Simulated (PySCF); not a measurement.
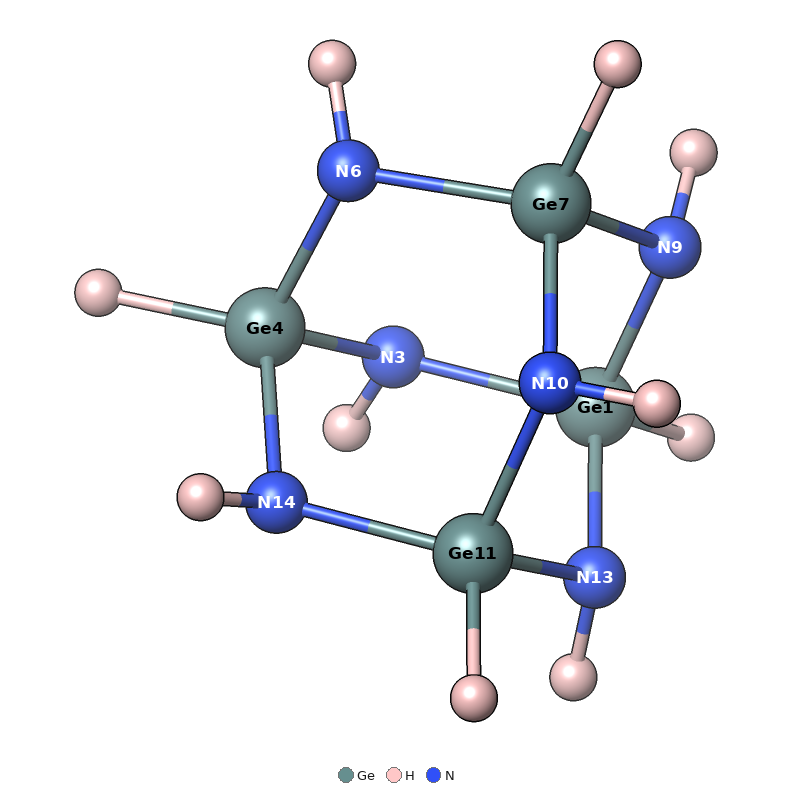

Distant atoms are faded towards the background colour. The geometry was computed by an optimisation with PBE0-D3(BJ)/def2-SVP. No frequency run is at hand to confirm it as a minimum.

Question: What is the conformation of the ring Ge1–N3–Ge4–N6–Ge7–N9?

Answer: It is a chair (Cremer–Pople θ = 4°, folded into 0 to 90°). The Cremer–Pople amplitude Q is 0.70 Å.

Question: Give the torsion angles round the ring, beginning with the bond from its second to its third atom.

Answer: 59°, −55°, 53°, −54°, 56°, −59°.

Question: Are the substituents other than hydrogen axial or equatorial?

Answer: N13 on Ge1 is axial; N14 on Ge4 is axial; N10 on Ge7 is axial.
